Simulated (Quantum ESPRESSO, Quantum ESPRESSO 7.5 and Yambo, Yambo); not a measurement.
**Excitons of MoS2 (P6_3/mmc) on ever denser meshes**

Aim: follow the lowest exciton of MoS2 (P6_3/mmc) as the mesh is refined.

Main program and level: Quantum ESPRESSO 7.5 and Yambo 5.3.0; PBE and many-body steps on it, plane waves.

The database entry behind the starting cell differs from later determinations by our own check (about 0.3 % long), so it need not match the best structure at ambient conditions.

## Step 1: Starting point

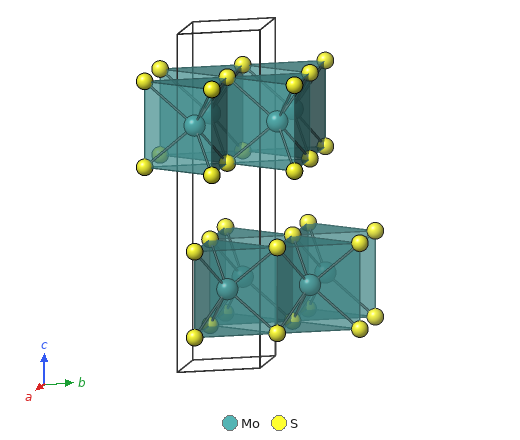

Start, viewed slightly off an axis; molybdenum teal, sulfur yellow. 2×2×1 cells are drawn. Some periodic images of atoms are drawn too.

Structure file:

```cif
data_structure
_symmetry_space_group_name_H-M 'P 1'
_symmetry_Int_Tables_number 1
_cell_length_a 3.1690
_cell_length_b 3.1690
_cell_length_c 12.3240
_cell_angle_alpha 90.000
_cell_angle_beta 90.000
_cell_angle_gamma 120.000
_cell_volume 107.18
loop_
_atom_site_label
_atom_site_type_symbol
_atom_site_fract_x
_atom_site_fract_y
_atom_site_fract_z
_atom_site_occupancy
Mo1 Mo 0.33333 0.66667 0.25000 1
Mo2 Mo 0.66667 0.33333 0.75000 1
S3 S 0.33333 0.66667 0.62300 1
S4 S 0.66667 0.33333 0.12300 1
S5 S 0.33333 0.66667 0.87700 1
S6 S 0.66667 0.33333 0.37700 1
```

The cell and positions come from the Crystallography Open Database and are kept as given unless a step says otherwise.

## Step 2: Empty states on the mesh, 3×3×1 mesh, 112 bands

This step: Quantum ESPRESSO 7.5; DFT, PBE, plane waves, norm-conserving pseudopotentials.

The sums over transitions need many empty states on a uniform mesh; this step solves for them.

pw.in reads:

```
&control
  calculation = 'nscf'
  prefix = 'x'
  outdir = 'o'
  pseudo_dir = 'pseudo'
/
&system
  ibrav = 0
  nat = 6
  ntyp = 2
  ecutwfc = 72.0
  nbnd = 112
  force_symmorphic = .true.
/
&electrons
  conv_thr = 1e-9
  electron_maxstep = 80
  diago_full_acc = .true.
  diago_thr_init = 5e-6
/
ATOMIC_SPECIES
  Mo 95.95 Mo.upf
  S 32.06 S.upf
CELL_PARAMETERS angstrom
  3.1690000000 -0.0000000000 0.0000000000
  -1.5845000000 2.7444345046 0.0000000000
  0.0000000000 0.0000000000 12.3240000000
ATOMIC_POSITIONS crystal
  Mo 0.3333333333 0.6666666667 0.2500000000
  Mo 0.6666666667 0.3333333333 0.7500000000
  S 0.3333333333 0.6666666667 0.6230000000
  S 0.6666666667 0.3333333333 0.1230000000
  S 0.3333333333 0.6666666667 0.8770000000
  S 0.6666666667 0.3333333333 0.3770000000
K_POINTS automatic
  3 3 1 0 0 0
```

Started as:

```
OMP_NUM_THREADS=1 mpirun -n 8 pw.x -nk 4 -in pw.in > pw.out
```

The log of the run:

```text
Program PWSCF v.7.5 starts

     This program is part of the open-source Quantum ESPRESSO suite
     for quantum simulation of materials; please cite
         "P. Giannozzi et al., J. Phys.:Condens. Matter 21 395502 (2009);
         "P. Giannozzi et al., J. Phys.:Condens. Matter 29 465901 (2017);
         "P. Giannozzi et al., J. Chem. Phys. 152 154105 (2020);
     in publications or presentations arising from this work. More details at

     Atomic positions and unit cell read from directory:
     o/x.save/

     Message from routine setup:
[...]
k = 0.0000 0.3849 0.0000 (  7472 PWs)   bands (ev):

[...]
k = 0.3333 0.5774 0.0000 (  7476 PWs)   bands (ev):

[...]
45.9635  46.0250  46.0250  46.1253  46.1809  46.1809  47.4762  48.1075
    48.1075  48.5384  48.7534  48.8184  48.8184  49.3135  49.6259  49.6259

     highest occupied, lowest unoccupied level (ev):    10.9922   12.0439

     XML data file, pseudopotentials, collected wavefunctions

=------------------------------------------------------------------------------=
   JOB DONE.
=------------------------------------------------------------------------------=
```

Elapsed: 6.9 s, on 8 MPI ranks of Arm Neoverse V2, shared host; peak memory 0.62 GiB; 49 s of CPU time.

This step gave:

* gap: 1.052 eV
* k of the valence top: 0, 0, 0
* k of the conduction bottom: 0.3333, 0.3333, 0
* least direct gap: 1.654 eV
* k points computed: 3
* lowest point of the top converged band, above the valence top: 38.63 eV

On this mesh the gap is 1.052 eV.

The density comes from a self-consistent run that is not shown.

## Step 3: Conversion and set-up

This step: Yambo 5.3.0; conversion and set-up on PBE, plane waves, norm-conserving pseudopotentials.

The states are converted to the many-body program's format and the q mesh is built.

Started as:

```
(cd o/x.save; p2y > p2y.log; mv SAVE ../..); yambo > setup.log
```

The log of the run:

```text
 Yambo, version 5.3.0

 [02] CORE Variables Setup
 =========================

  [02.01] Unit cells
  ==================

  Cell kind             :  HCP
  Atoms in the cell     :  Mo  S
  number of Mo atoms    :  2
  number of S  atoms    :   4

  List of atomic masses
  Mass of Mo    :  95.95000
  Mass of S     :  32.06000

  List of atomic coordinates    : [cc]
  Mo1       : -0.29943E-09   3.4575       5.8222      order 1
  Mo2       :   2.99427   1.72874  17.46674  order 2
  S1       : -0.29943E-09   3.4575       14.509      order 3
[...]
0.000000  0.000000  0.000000  0.000000  0.000000  0.000000  0.000000  0.000000

 [03] Transferred momenta grid and indexing
 ==========================================

 IBZ Q-points                                      :  3
 BZ  Q-points                                      :   9

 K/Q-points units:
 rlu = crystal or reduced units; cc = cartesian coordinates; iku = interal k-units

 Q [1]          [rlu]:  0.000000  0.000000  0.000000
 Q [2]          [rlu]: -0.79644E-17  0.33333       0.0000
 Q [3]          [rlu]:  0.333333  0.333333  0.000000

  [03.01] X indexes
  =================

   [03.01.01] Sigma indexes
   ========================

 [06] Game Over & Game summary
```

Elapsed: 2 s, on 1 MPI rank; peak memory 0.24 GiB.

## Step 4: Screening and self-energy, 3×3×1 mesh, 112 bands, screening to 95.2 eV

G0W0 replaces the xc potential by the self-energy, built once from these orbitals. Only a window of levels is corrected, while the sums run over the empty bands that the input names.

This step: G0W0 on PBE, plane waves, norm-conserving pseudopotentials.

gw1.in reads:

```
HF_and_locXC
gw0
dyson
ppa
em1d
rim_cut
RandQpts= 1000000
RandGvec= 1 RL
EXXRLvcs= 72 Ry
VXCRLvcs= 288 Ry
Chimod= "HARTREE"
% BndsRnXp
 1 | 112 |
%
NGsBlkXp= 7 Ry
% LongDrXp
 1 | 1 | 1 |
%
% GbndRnge
 1 | 112 |
%
DysSolver= "n"
ExtendOut
PPAPntXp= 27.21138 eV
% QPkrange
 1 | 1 | 25 | 28 |
 3 | 3 | 25 | 28 |
%
```

Started as:

```
OMP_NUM_THREADS=2 mpirun -n 4 yambo -F gw1.in -J gw1 -C gw1 > gw1.log
```

The log of the run:

```text
 Yambo, version 5.3.0

 [02] CORE Variables Setup
 =========================

  [... cell, symmetries and grids as in the set-up ...]

  [02.05] Energies & Occupations
  ==============================

  [X] === General ===
  [X] Electronic Temperature                        :  0.000000  0.000000 [eV K]
  [X] Bosonic    Temperature                        :  0.000000  0.000000 [eV K]
  [X] Finite Temperature mode                       : no
  [X] El. density                                   :  0.48515E+24 [cm-3]
[...]
QP @ state[ 1 ] b range                          :  25  28
   QP @ state[ 2 ] K range                          :  3  3
   QP @ state[ 2 ] b range                          :  25  28
   GF energies kind                                 : Perdew, Burke & Ernzerhof(X)+Perdew, Burke & Ernzerhof(C)
   GF WF`s kind                                     : Perdew, Burke & Ernzerhof(X)+Perdew, Burke & Ernzerhof(C)
   Xs energies kind                                 : Perdew, Burke & Ernzerhof(X)+Perdew, Burke & Ernzerhof(C)
   Xs WF`s kind                                     : Perdew, Burke & Ernzerhof(X)+Perdew, Burke & Ernzerhof(C)

 [11] Game Over & Game summary
```

It took 13 s on 4 MPI ranks; peak memory 1.8 GiB; 71 s of CPU time.

This step gave:

```yaml
g0w0_gap_on_the_points_computed: 1.740 eV
starting_gap_on_the_mesh: 1.052 eV
k_of_the_valence_top: 0, 0, 0
k_of_the_conduction_bottom: 0.3333, 0.3333, 0
least_direct_g0w0_gap_on_the_computed_points: 2.303 eV
```

The gap on the mesh goes from 1.05 eV to 1.74 eV, a correction of +0.69 eV.

The gap opens by 0.688 eV; the next steps shift the empty bands rigidly by 0.650 eV, the correction at the start's least direct gap.

## Step 5: Empty states on the mesh, 3×3×1 mesh, 51 bands

This step: Quantum ESPRESSO 7.5; DFT, PBE, plane waves, norm-conserving pseudopotentials.

Changes to pw.in since step 2:

```diff
@@ -11,3 +11,3 @@
   ecutwfc = 72.0
-  nbnd = 112
+  nbnd = 51
   force_symmorphic = .true.
```

Started as:

```
OMP_NUM_THREADS=1 mpirun -n 8 pw.x -nk 4 -in pw.in > pw.out
```

The log of the run:

```text
[banner, memory and clock lines left out]
Program PWSCF v.7.5 starts

     Atomic positions and unit cell read from directory:
     o/x.save/

     Message from routine setup:
     using ibrav=0 with symmetry is DISCOURAGED, use correct ibrav instead

     Message from routine divide_et_impera:
     suboptimal parallelization: some nodes have no k-points

     bravais-lattice index     =            0
     lattice parameter (alat)  =       5.9885  a.u.
     unit-cell volume          =     723.3082 (a.u.)^3
     number of atoms/cell      =            6
[...]
7.7226   7.7359   7.7359   8.8164   8.8164   8.8630   8.8630   9.8089
[...]
23.3813  23.8451  25.8694

          k = 0.0000 0.3849 0.0000 (  7472 PWs)   bands (ev):

[...]
24.4784  24.5073  25.1073

          k = 0.3333 0.5774 0.0000 (  7476 PWs)   bands (ev):

[...]
15.2128  15.2128  16.7716  18.0431  18.0431  18.5673  20.5224  20.5224
    21.5399  21.7026  21.7026  21.8323  22.0576  22.3977  23.3576  23.3576
    23.7269  23.7270  23.9075

     highest occupied, lowest unoccupied level (ev):    10.9922   12.0439

     XML data file, pseudopotentials, collected wavefunctions
```

Elapsed: 2.8 s, on 8 MPI ranks; peak memory 0.5 GiB; 19 s of CPU time.

This step gave:

* gap: 1.052 eV
* k of the valence top: 0, 0, 0
* k of the conduction bottom: 0.3333, 0.3333, 0
* least direct gap: 1.654 eV
* k points computed: 3
* lowest point of the top converged band, above the valence top: 12.92 eV

On this mesh the gap is 1.052 eV.

## Step 6: Conversion and set-up

This step: Yambo 5.3.0; conversion and set-up on PBE, plane waves, norm-conserving pseudopotentials.

Started as:

```
(cd o/x.save; p2y > p2y.log; mv SAVE ../..); yambo > setup.log
```

The log of the run:

```text
 Yambo, version 5.3.0

 [02] CORE Variables Setup
 =========================

  [02.01] Unit cells
  ==================

  Cell kind             :  HCP
  Atoms in the cell     :  Mo  S
  number of Mo atoms    :  2
  number of S  atoms    :   4

  List of atomic masses
  Mass of Mo    :  95.95000
  Mass of S     :  32.06000

  List of atomic coordinates    : [cc]
  Mo1       : -0.29943E-09   3.4575       5.8222      order 1
  Mo2       :   2.99427   1.72874  17.46674  order 2
  S1       : -0.29943E-09   3.4575       14.509      order 3
[...]
0.000000  0.000000  0.000000  0.000000  0.000000  0.000000  0.000000  0.000000
   0.000000  0.000000  0.000000

 [03] Transferred momenta grid and indexing
 ==========================================

 IBZ Q-points                                      :  3
 BZ  Q-points                                      :   9

 K/Q-points units:
 rlu = crystal or reduced units; cc = cartesian coordinates; iku = interal k-units

 Q [1]          [rlu]:  0.000000  0.000000  0.000000
 Q [2]          [rlu]: -0.79644E-17  0.33333       0.0000
 Q [3]          [rlu]:  0.333333  0.333333  0.000000

  [03.01] X indexes
  =================

   [03.01.01] Sigma indexes
   ========================

 [06] Game Over & Game summary
```

It took 1.9 s on 1 MPI rank; peak memory 0.24 GiB.

[end of part 1 of 4]

[Paths, hosts, dates, memory and timing lines, banners, echoed tables and standing remarks are left out of the program output.]

[Logs are printed without paths, hosts, clocks, repeated set-up lines and the standing remarks that a program may print on its own settings, such as how far it seeks lower states.]

[Runs of the session that timed out or met a known fault of the program may be left out.]

[Hosts, paths, dates, database ids (printed as entryN), source tags and the programs' standing remarks are cut or masked in the printed files.]
